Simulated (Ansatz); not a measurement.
# Mg2Sn under a change: Sn → V

Consider Mg2Sn (space group Fm-3m, No. 225; a = 6.7465 Å).

It is then changed as follows: full substitution Sn → V; the structure is relaxed again.

Computed with PBEsol in Ansatz (plane waves to 420 eV, PAW, no spin-orbit coupling). k-mesh 12×12×12 (Γ-centred); smearing 0.05 eV (Fermi–Dirac).

| quantity | base | changed | shift |
|---|---|---|---|
| volume per atom | 25.59 Å³ | 24.62 Å³ | -0.97 Å³ |
| space group | Fm-3m (No. 225) | Fm-3m (No. 225) | – |
| shortest interatomic distance | 2.921 Å | 2.884 Å | -0.037 Å |
| band gap | zero | zero | – |
| magnetic state | not spin-polarised | ferromagnetic | – |
| largest site moment | 0.00 μB | 2.96 μB | +2.96 μB |

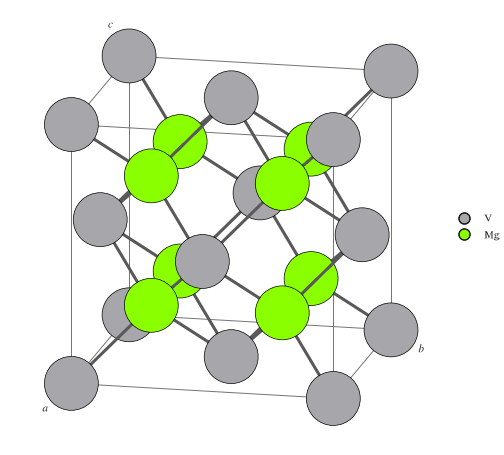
Figure: The relaxed conventional cell after the change

The magnetic state is the one reached from the starting moments; the real material's order can differ, and small cells can't hold many antiferromagnetic ones. Stability against distortions was not tested. As relaxed here, Mg2V is a hypothetical phase, not in the database extracts checked.

Ansatz is a quantum-chemistry and plane-wave program.
